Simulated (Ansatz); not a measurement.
Input file:

```
crystal:
  periodic: [false, false, false]
  atoms:
    - {symbol: B, position_ang: [-0.402947, -0.237908, -0.687873]}
    - {symbol: Cl, position_ang: [1.221874, -0.826909, -0.151844]}
    - {symbol: O, position_ang: [-0.496468, 0.835226, -1.489020]}
    - {symbol: O, position_ang: [-1.512941, -0.883917, -0.296947]}
    - {symbol: H, position_ang: [1.213585, 0.454529, 1.693100]}
    - {symbol: F, position_ang: [0.988100, 1.053063, 2.365388]}
    - {symbol: H, position_ang: [0.343821, 1.239702, -1.712526]}
    - {symbol: H, position_ang: [-1.355025, -1.633685, 0.279722]}
basis:
  gaussian: {orbitals: def2-TZVPP}
hamiltonian: {xc: pbe0, dispersion: d4}
output: {orbitals: {seedname: orbitals}}
```

Command:

```sh
ansatz run in.yaml --threads 4 --pin off --events-out ev --progress --plain --max-ram 9574MiB
```

The reactant side of a reaction path; geometry: PBE0-D4/def2-TZVP.

Computed with Ansatz 0.2.0, RKS PBE0-D4/def2-TZVPP.

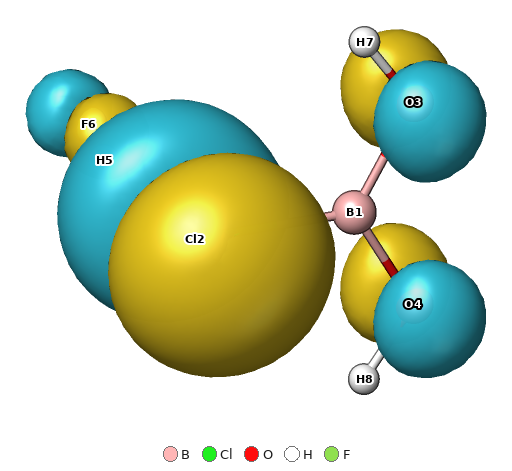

BClH₂O₂···HF. The HOMO−1 at ±0.1 Å⁻³ᐟ² (yellow and cyan are the two phases), seen at a tilt.

### What is the character of this orbital?

By Hirshfeld shares it lies mainly on Cl2 (about 75 %), O3 (about 5 %) and O4 (about 5 %); largely a lone pair of Cl2. Its energy is −10.16 eV.
